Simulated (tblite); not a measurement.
# Molecular dynamics of C₂H₉NSi₂ (part 2 of 2)

The same run, continued: C₂H₉NSi₂, SMILES C=C[SiH2][SiH2]N; GFN2-xTB Langevin dynamics, gas phase (tblite 0.8.0). It belongs to a series of runs on one base structure; here: constitutional isomer.

Geometry of the input (Å):
```
C  -2.7277  0.1528  -0.3585
C  -1.8973  -0.3897  0.5171
Si -0.3141  0.4078  1.1478
Si 1.5243  -0.6897  0.2860
N  2.6809  0.5282  -0.1132
H  -3.6175  -0.3470  -0.7127
H  -2.5539  1.1373  -0.7628
H  -2.1256  -1.3834  0.8871
H  -0.3716  0.3279  2.6197
H  -0.3809  1.8422  0.8298
H  2.0491  -1.7117  1.2180
H  1.3198  -1.3898  -0.9879
H  2.8849  1.2540  0.5543
H  3.5289  0.2607  -0.5868
```

**Trajectory as extended XYZ, continued**
```
14
Properties=species:S:1:pos:R:3:forces:R:3 step=21 time_fs=525.0 energy=-413.26614 temperature=324.6
C    -2.2635   -0.6870   -0.3544   -0.4650  -0.8494  -1.0439
C    -1.9361    0.4292    0.2296    0.8007   2.3955   0.8420
Si   -0.1315    1.0947    0.5469   -0.5908  -1.7845  -1.2821
Si    1.3331   -0.7522    0.1673   -0.2924   0.3280  -0.7995
N     2.2864   -0.6170    1.6107    1.0017  -1.4000  -0.1293
H    -3.3038   -0.8324   -0.5540   -0.5193  -0.4304  -0.1503
H    -1.6267   -1.4403   -0.8127    0.1677   0.2885   0.5973
H    -2.7708    1.1576    0.4378    0.8672  -0.8329   0.0930
H     0.1888    1.6486    1.8174   -0.1006   0.4102   0.9229
H     0.0098    2.1885   -0.4171    0.0424   0.1438  -0.1114
H     1.0355   -2.2055   -0.0478   -0.0959   0.5314   0.2699
H     2.1945   -0.4831   -1.0541   -0.3059  -0.0745   0.3328
H     2.8711    0.1966    1.5139    0.2215   0.1156   0.4007
H     2.9210   -1.4433    1.7412   -0.7313   1.1586   0.0579
14
Properties=species:S:1:pos:R:3:forces:R:3 step=22 time_fs=550.0 energy=-413.40997 temperature=350.0
C    -2.2303   -0.6008   -0.3998   -0.0109  -0.8878   0.0543
C    -1.8697    0.5547    0.1488   -0.5106  -1.1229  -0.1065
Si   -0.1075    0.9919    0.4658   -0.2780   1.7780   0.7890
Si    1.2918   -0.7319    0.2383    0.4388  -1.2139   0.3533
N     2.3259   -0.6461    1.6079    0.1779   0.6158   0.5726
H    -3.2857   -0.8140   -0.5660    0.2514  -0.1499  -0.0096
H    -1.5397   -1.4689   -0.6311   -0.7627   1.4581   0.0627
H    -2.6499    1.2051    0.5183   -0.0122   0.1840  -0.3549
H    -0.2078    1.5848    1.8451    0.2167  -0.2586  -0.1554
H     0.0079    2.2791   -0.2610    0.2799  -0.1826  -0.1798
H     0.5940   -2.0409    0.5028    0.2587   0.2968  -0.4303
H     1.9993   -0.7229   -1.0524    0.0432  -0.1588   0.0451
H     2.2384    0.1397    2.2508    0.1791  -0.4305  -0.3597
H     3.1344   -1.2050    1.8419   -0.2713   0.0723  -0.2809
14
Properties=species:S:1:pos:R:3:forces:R:3 step=24 time_fs=600.0 energy=-413.37888 temperature=412.6
C    -2.5123   -0.5812   -0.4537    0.5941   1.7263   1.0899
C    -1.9548    0.5603   -0.0037   -0.6493  -0.9397  -0.9053
Si   -0.1905    1.0267    0.4747    0.2389  -1.2800   0.2022
Si    1.3865   -0.8157    0.3735   -0.7501  -0.1114   0.0605
N     2.6134   -0.5761    1.5533    0.9048   0.0364  -0.7497
H    -3.5132   -0.5841   -0.8148   -0.4967  -0.0491  -0.2537
H    -2.0769   -1.5264   -0.3018    0.6123  -0.8045  -0.0802
H    -2.5717    1.4352   -0.1705   -0.0595   0.1713   0.0995
H    -0.3055    1.6886    1.7771    0.0467  -0.0148   0.2453
H    -0.0417    2.1538   -0.4262    0.3623   0.3221  -0.3632
H     0.8150   -2.2286    0.7070    0.2241   0.9410  -0.4167
H     2.0458   -0.8141   -0.9638   -0.1088  -0.1271   0.4321
H     2.3922   -0.4170    2.5060   -0.0463   0.0836   0.5390
H     3.6207   -0.6735    1.3985   -0.8725   0.0460   0.1004
14
Properties=species:S:1:pos:R:3:forces:R:3 step=25 time_fs=625.0 energy=-413.23261 temperature=326.6
C    -2.5366   -0.4836   -0.3516   -1.2147  -3.4379  -0.3483
C    -2.0083    0.6533   -0.0761    1.6086   1.9597   0.5718
Si   -0.1978    0.9080    0.4730    0.1482   0.5353  -0.5350
Si    1.3677   -0.7913    0.3895    0.5701   0.4330  -0.0472
N     2.7055   -0.6109    1.5375   -1.7605  -0.0183  -0.2032
H    -3.5719   -0.5818   -0.5759   -0.9198   0.3192  -0.3744
H    -2.1646   -1.5291   -0.3326    0.7101   1.0869   0.1904
H    -2.6667    1.5198   -0.1731    0.3865  -0.0473   0.1472
H    -0.2358    1.6715    1.7282   -0.1190  -0.1325   0.2480
H     0.4330    1.9570   -0.3975   -0.3345  -0.1415   0.0016
H     0.9301   -2.1087    0.6463   -0.5455  -1.1129   0.2901
H     2.0735   -0.8973   -0.9051   -0.1577   0.1360  -0.0143
H     2.4559    0.0817    2.2248    0.2429  -0.0212   0.4079
H     3.4571   -0.2503    1.0195    1.3853   0.4414  -0.3346
14
Properties=species:S:1:pos:R:3:forces:R:3 step=26 time_fs=650.0 energy=-413.15595 temperature=286.2
C    -2.4899   -0.5067   -0.3072   -1.1238  -1.1828  -1.8219
C    -1.9236    0.6783   -0.1530   -1.8064   0.2825   0.1301
Si   -0.1954    0.8844    0.4458    0.5725   0.1749   0.9251
Si    1.3474   -0.8224    0.4365   -1.4030  -0.5741   0.6949
N     2.6418   -0.4501    1.4755    0.3524  -0.0273   0.8387
H    -3.5400   -0.8013   -0.7143    1.5444   1.1020   1.0254
H    -1.8499   -1.3871   -0.4011   -0.0977   0.2024   0.4496
H    -2.5416    1.6089   -0.1520    0.3375  -0.8683  -0.1334
H    -0.4470    1.2939    1.8782    0.1923   0.1349  -0.4502
H     0.2228    2.0060   -0.3843    0.2399   0.4201   0.0257
H     0.6350   -2.1154    0.9587    0.7159   0.7455  -0.5187
H     1.9331   -0.8180   -0.8631    0.4263  -0.4002  -0.7206
H     2.4668   -0.4224    2.4886    0.5957   0.1286  -0.9749
H     3.5727   -0.1978    1.1537   -0.5460  -0.1382   0.5303
14
Properties=species:S:1:pos:R:3:forces:R:3 step=28 time_fs=700.0 energy=-413.30547 temperature=543.4
C    -2.3371   -0.6546   -0.2967    0.9869   0.4571   0.8951
C    -1.7746    0.5570   -0.3013    0.9522  -2.7027   1.1756
Si   -0.1229    1.0019    0.4901   -0.3433  -0.5605  -1.1477
Si    1.2332   -0.8867    0.4457   -0.3331  -0.1293   0.6625
N     2.4721   -0.2923    1.5011    0.5521  -1.2947   1.2676
H    -3.2741   -0.7817   -0.7399   -1.1658  -0.3964  -0.7169
H    -1.9638   -1.5340    0.2416    0.0430   0.6329  -0.2431
H    -2.2269    1.2729   -0.8712   -1.1845   1.7379  -1.1787
H    -0.5070    1.5010    1.7759    0.0173   0.3683   0.7541
H     0.1013    2.1469   -0.4088    0.5272   0.2033   0.1769
H     0.5219   -2.0654    1.1262    0.6059   0.6715  -0.3261
H     1.7001   -1.4083   -0.8578   -0.0134   0.0476   0.1107
H     3.0088   -0.8638    2.2123   -0.8565   0.8905  -1.4479
H     2.9833    0.5262    1.2360    0.2121   0.0746   0.0179
14
Properties=species:S:1:pos:R:3:forces:R:3 step=29 time_fs=725.0 energy=-412.81963 temperature=400.9
C    -2.2680   -0.7359   -0.2504    0.8516  -1.4944   0.1077
C    -1.8341    0.4926   -0.3647    0.9387   2.1383   0.8903
Si   -0.1748    1.0104    0.4414   -0.2264   0.3441   1.1864
Si    1.2127   -0.8125    0.5232   -0.9570  -0.3066  -1.0585
N     2.4901   -0.3354    1.5311    1.4635   2.4995   0.2447
H    -2.9797   -1.0384   -0.9389   -1.9171  -0.6489  -0.7096
H    -1.8191   -1.6252    0.2694   -0.0277   1.4412  -0.3347
H    -2.4240    1.3077   -0.8695    0.5946  -1.2310   0.2164
H    -0.2575    1.8883    1.8159   -0.0827  -0.7995  -1.4461
H     0.6493    1.7724   -0.5065   -0.3057   0.5523  -0.1299
H     0.9452   -2.1236    1.0992   -0.1806  -0.1576  -0.0047
H     1.6771   -1.0923   -0.9051   -0.1891   0.0220   0.5185
H     3.2638   -0.8786    1.2702    1.3049  -1.2682   0.2110
H     2.9350    0.6208    1.4268   -1.2669  -1.0912   0.3085
14
Properties=species:S:1:pos:R:3:forces:R:3 step=30 time_fs=750.0 energy=-412.68401 temperature=482.8
C    -2.2295   -0.8553   -0.2583   -3.2364  -0.0244  -1.0065
C    -1.8097    0.3737   -0.3653    0.4358   2.6648   0.1764
Si   -0.2060    1.0701    0.4038    0.0841  -0.3216  -1.7167
Si    1.2088   -0.7910    0.5737    0.6519   0.8417  -0.9369
N     2.6473   -0.3107    1.4417    0.3155  -4.0732  -0.8723
H    -3.3065   -1.1239   -0.5876    1.6890   0.2353   0.4164
H    -1.7012   -1.6506    0.1733    0.6901  -0.6551   0.2692
H    -2.4092    1.2953   -0.7162    0.3457  -2.0150   0.1695
H    -0.7135    1.6636    1.5571   -0.5202   0.6106   1.9138
H    -0.1048    2.4198   -0.3679    0.4599  -0.9691   0.1926
H     0.8387   -2.1580    0.8547   -0.1591  -0.3376   0.7148
H     1.3035   -1.0197   -0.9281    0.4830   0.1122   0.3014
H     3.4280   -0.8995    1.8379   -1.4660   0.7073  -0.8854
H     2.6934    0.5600    1.7969    0.2267   3.2242   1.2638
14
Properties=species:S:1:pos:R:3:forces:R:3 step=31 time_fs=775.0 energy=-412.98250 temperature=513.5
C    -2.3482   -0.8900   -0.2335   -1.4838   1.5729   0.6872
C    -1.8512    0.3724   -0.3643    0.2706  -1.1300   0.1894
Si   -0.2203    1.0222    0.4217   -0.6213  -1.2419   0.9350
Si    1.2464   -0.7252    0.5277    0.0053  -0.6514   1.2170
N     2.6933   -0.2610    1.3549   -0.5020   1.4589  -0.0104
H    -3.5114   -1.0659   -0.3065    2.3849   0.1088  -0.5311
H    -1.7961   -1.7148    0.2494   -0.3616   0.7995  -0.3476
H    -2.3500    1.1753   -0.9161   -0.4946  -0.5757   0.3884
H    -0.5078    1.4502    1.8907    0.0078  -0.1516  -1.0291
H     0.3621    2.1371   -0.2299    0.1561   1.0021  -0.5667
H     0.5116   -1.6895    1.4901    0.3354   0.1954  -0.6079
H     1.9158   -1.5407   -0.4815   -0.3023  -0.0550  -0.2901
H     3.2632   -1.0266    1.6047    0.7074  -0.4023   0.4920
H     2.7671    0.5343    2.0052   -0.1020  -0.9297  -0.5262
14
Properties=species:S:1:pos:R:3:forces:R:3 step=32 time_fs=800.0 energy=-412.90676 temperature=451.4
C    -2.3605   -0.8004   -0.2312    0.4093   1.5836  -1.9688
C    -1.8700    0.4765   -0.2969   -0.5706  -2.9986   0.0335
Si   -0.2574    0.9719    0.4063    1.6418   0.7526  -0.8136
Si    1.2903   -0.8107    0.6190   -1.5843  -0.0157  -1.6495
N     2.7387   -0.1733    1.2571   -0.0522   0.7299   0.5432
H    -3.0449   -1.0927   -1.0525   -0.0428   0.0385   0.9876
H    -1.9392   -1.6431    0.3151   -0.1794   0.7412   0.1365
H    -2.1717    1.1811   -1.0411   -0.9173  -0.1161  -0.2777
H    -0.5743    1.4928    1.6874   -0.0690   0.5805   1.1205
H    -0.0361    2.2410   -0.5230    0.1851  -0.9594   0.8275
H     0.5036   -1.7239    1.4689    0.3014  -0.2417   0.1451
H     1.4774   -1.6254   -0.7346    0.1487   0.7339   1.2635
H     3.3528   -0.8607    1.6284    0.6905  -0.4125   0.1923
H     2.6592    0.5810    1.9482    0.0389  -0.4161  -0.5402
14
Properties=species:S:1:pos:R:3:forces:R:3 step=34 time_fs=850.0 energy=-412.96661 temperature=276.5
C    -2.5107   -0.5867   -0.2711   -2.6199  -0.0389   0.9294
C    -1.8295    0.5137   -0.4426    1.6800   0.4939   0.5815
Si   -0.2156    0.8269    0.4129    1.1508   1.8663  -0.0657
Si    1.2688   -0.8415    0.7170    0.0916  -0.6828   0.1631
N     2.7777   -0.1176    1.1348    0.5317   0.8202   0.7052
H    -3.5691   -0.4759   -0.5337    0.1239  -0.7664  -0.3411
H    -2.3578   -1.3867    0.4673    0.6227   0.3527  -0.9344
H    -2.1639    1.4261   -0.8850   -0.7221  -0.1648  -0.7408
H    -0.7468    1.4749    1.6688    0.3444  -0.0959  -0.3289
H     0.5809    1.9952   -0.3853   -0.8905  -0.9076   0.7194
H     0.7032   -1.7027    1.8421    0.4240   0.0638  -0.5667
H     1.5384   -1.6155   -0.5616   -0.0322   0.2129   0.8300
H     3.5702   -0.6858    1.3548    0.2390  -0.7535  -0.2831
H     2.9585    0.6883    1.7534   -0.9435  -0.3998  -0.6679
14
Properties=species:S:1:pos:R:3:forces:R:3 step=35 time_fs=875.0 energy=-413.00364 temperature=356.7
C    -2.6295   -0.5556   -0.2949   -0.8156   1.1755  -2.3746
C    -1.8786    0.5453   -0.4813    1.2622  -2.0625   2.0858
Si   -0.1782    0.9164    0.4392   -1.3469  -2.6612   0.3534
Si    1.2910   -0.8853    0.7535   -0.6638  -1.2405  -0.4402
N     2.8123   -0.1623    1.0521    1.1081   0.3732   0.9407
H    -3.5757   -0.6152   -0.9487    1.1812  -0.1091   1.2020
H    -2.3642   -1.4858    0.1692    0.1592   0.3264   0.4059
H    -2.1940    1.3159   -1.1095   -0.7027   0.8905  -0.7523
H    -0.4532    0.8818    1.9007   -0.3288   0.7295  -0.1275
H     0.1740    2.1291   -0.1533    0.6077   1.5073  -0.4565
H     0.8397   -1.6024    2.0017   -0.0440   0.1862  -0.2571
H     1.5837   -2.1246   -0.1234   -0.1585   1.0083   0.3345
H     3.5183   -0.8179    1.3893   -0.1267   0.2300  -0.3332
H     2.8385    0.6122    1.7260   -0.1315  -0.3535  -0.5808
14
Properties=species:S:1:pos:R:3:forces:R:3 step=36 time_fs=900.0 energy=-413.16198 temperature=372.6
C    -2.6098   -0.5307   -0.3785    0.3835   0.3810  -0.8267
C    -1.8244    0.5425   -0.4543    0.8399  -1.1292   0.2223
Si   -0.2293    0.9212    0.4934    0.3391   0.5384   0.2976
Si    1.2846   -0.9267    0.8107   -0.3603   2.0001   0.9243
N     2.8624   -0.2113    0.9593   -0.8831  -0.1822  -0.3160
H    -3.4008   -0.6135   -1.0832   -0.8124   0.1050  -0.4758
H    -2.5244   -1.4608    0.1446    0.5234   0.2598   0.8221
H    -1.9871    1.2398   -1.2453   -0.5698   0.4104  -0.2328
H    -0.9023    1.6374    1.6073    0.1709  -0.3905   0.4482
H     0.4170    2.2445    0.0313   -0.1656  -0.8988  -0.2548
H     0.7472   -1.5730    2.0168    0.1457  -0.2363   0.0669
H     1.4849   -1.8119   -0.2549    0.0490  -1.0732  -1.0601
H     3.7190   -0.6854    1.1499    0.1522  -0.3119   0.1023
H     2.8910    0.7237    1.2925    0.1874   0.5275   0.2826
14
Properties=species:S:1:pos:R:3:forces:R:3 step=38 time_fs=950.0 energy=-413.43112 temperature=476.1
C    -2.4944   -0.4931   -0.3809   -0.7913  -0.3480   0.1599
C    -1.6779    0.5484   -0.4626   -0.5558  -0.2690  -0.9135
Si   -0.1577    0.9254    0.5384   -0.6968   0.3338   1.0821
Si    1.1630   -0.9204    0.8597    0.1530  -0.0709  -0.9399
N     2.7368   -0.2399    0.8136   -0.3396   1.0271   0.7417
H    -3.3836   -0.5998   -1.0609    0.9970  -0.0280   0.8121
H    -2.3996   -1.2572    0.4273   -0.0635   0.6944  -0.9062
H    -1.8543    1.2669   -1.2738   -0.1274  -0.3161   0.2505
H    -0.8302    1.5128    1.7908    0.5973  -0.2304  -0.4690
H     0.3323    2.0716   -0.2193    0.3833   0.2014   0.0658
H     0.7983   -1.8355    1.9274   -0.0395  -0.1649   0.3619
H     1.2755   -1.7091   -0.3716   -0.2162  -0.2583  -0.0239
H     3.5986   -0.7103    0.6082    0.0089   0.0073   0.2769
H     2.8076    0.5424    1.4734    0.6906  -0.5784  -0.4985
14
Properties=species:S:1:pos:R:3:forces:R:3 step=39 time_fs=975.0 energy=-413.18782 temperature=358.9
C    -2.4712   -0.4585   -0.3165    1.2538   1.7499  -1.0598
C    -1.6857    0.6566   -0.5351   -1.2961  -3.2837   1.5957
Si   -0.1623    0.9878    0.5102    0.9810   0.2976   0.3854
Si    1.1332   -1.0045    0.8500    0.0881   1.0187  -0.6478
N     2.7469   -0.2618    0.8262   -0.3678  -0.6198   0.8703
H    -3.2879   -0.7623   -0.9988    0.5198   0.4511   0.6073
H    -2.2417   -1.1604    0.4709   -0.0416   0.1358  -0.0170
H    -1.9411    1.2680   -1.3332   -0.3493   0.9845  -1.2059
H    -0.5203    1.4210    1.8662   -0.4030  -0.1402   0.2651
H     0.5399    2.3321    0.2005   -0.3905  -0.9432  -0.3492
H     0.6347   -1.7005    2.0634    0.2763   0.0283  -0.1160
H     1.2539   -2.0785   -0.2185   -0.1219   0.5646   0.5211
H     3.3894   -0.9874    0.5706    0.5603  -0.1554  -0.3040
H     3.1713    0.1525    1.6677   -0.7089  -0.0881  -0.5453
14
Properties=species:S:1:pos:R:3:forces:R:3 step=40 time_fs=1000.0 energy=-413.08384 temperature=335.8
C    -2.3479   -0.4140   -0.1897    0.9067   1.7736  -0.2864
C    -1.6643    0.6989   -0.5723   -1.4506  -2.2060   0.8722
Si   -0.1612    0.9462    0.5100   -0.9183   0.1422   0.3859
Si    1.0911   -0.9127    0.7880   -0.0841  -2.0659   0.4676
N     2.7243   -0.4494    0.8715    1.8423   0.7265   0.2225
H    -3.3316   -0.6196   -0.4822   -1.1266  -0.2600  -0.7660
H    -2.0052   -1.1035    0.5559    0.4331  -0.0519   0.0904
H    -2.1556    1.3551   -1.2844    0.3744  -0.0421   0.1500
H    -0.8456    1.4459    1.7722    0.6125   0.0181  -0.4750
H     0.5733    1.8517   -0.2892    0.7858   1.2477  -0.3259
H     0.7701   -1.5487    2.1372   -0.0048   0.1701  -0.4859
H     1.0521   -2.1359   -0.1495    0.0149   0.9715   0.4584
H     3.5989   -0.8248    0.5095   -0.8554  -0.3616  -0.1907
H     3.0437    0.2020    1.5837   -0.5298  -0.0621  -0.1169
```

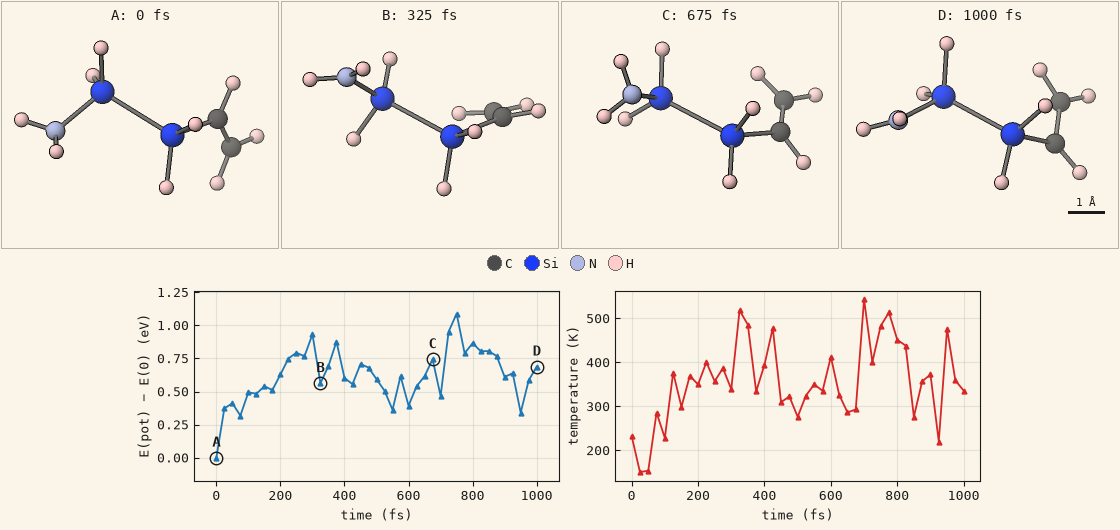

**Figure 1.** Frames of the molecular dynamics (ball-and-stick, seen at a tilt) above the curves, on which the letters mark them. The trajectory kept here has 41 frames over 1000 fs. The temperature starts at 232 K, ranges from 151 to 543 K and averages 373 K over the second half. The potential energy ends 0.688 eV above its first value. After an unweighted best fit of the last frame on the first, the root-mean-square displacement is 1.37 Å, and H7 has moved furthest (2.88 Å).

**Summary**

| quantity | value |
| --- | --- |
| outcome | finished |
| mean temperature over the second half | 373 K |
| trajectory | 41 frames kept, 1000 fs |
| wall time | 34 s |
| peak memory | 0.19 GiB |
